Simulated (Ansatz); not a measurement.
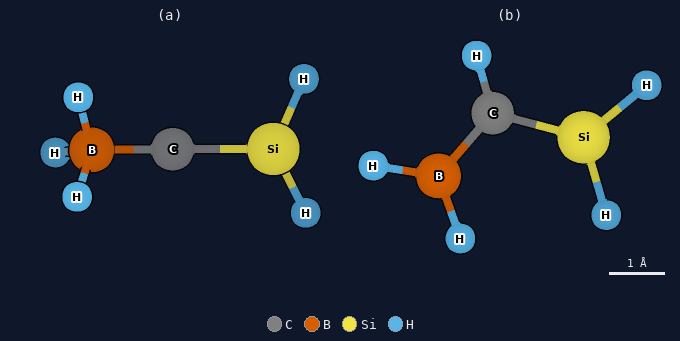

The structure of CH5BSi before (left) and after (right) a relaxation, at one scale.

The picture is a ball-and-stick view, seen at a tilt.

It is one of the separated reactants of a reaction.

Method: Ansatz, RKS PBE-D4/def2-SVP. Settings: force threshold 0.03 eV/Å; at most 250 steps.

Question: Summarise the run.

Answer: An H atom moves most after the best rigid fit: 1.46 Å. By element the largest moves are H 1.46 Å, C 0.78 Å, Si 0.61 Å, B 0.51 Å. Among the contacts that change: B–H 1.150 → 2.323 Å, C–H 2.163 → 1.104 Å, C–Si 1.864 → 1.739 Å, B–H 1.150 → 1.222 Å. New bonds form, among them: C–H (2.16 → 1.10 Å). Bonds break, among them: B–H (1.15 → 2.32 Å). Bond angles that change, for instance: B–C–Si 163.2° → 115.9°, C–Si–H 110.2° → 125.7°, C–Si–H 110.5° → 121.2°. After 22 geometry steps the energy has fallen by 309.8 kJ/mol. Largest force component: 3.1 eV/Å at the start, 0.022 eV/Å at the end. The run took 20 s on 2 threads of Intel Xeon Platinum 8223CL @ 3.00GHz, on a shared host.
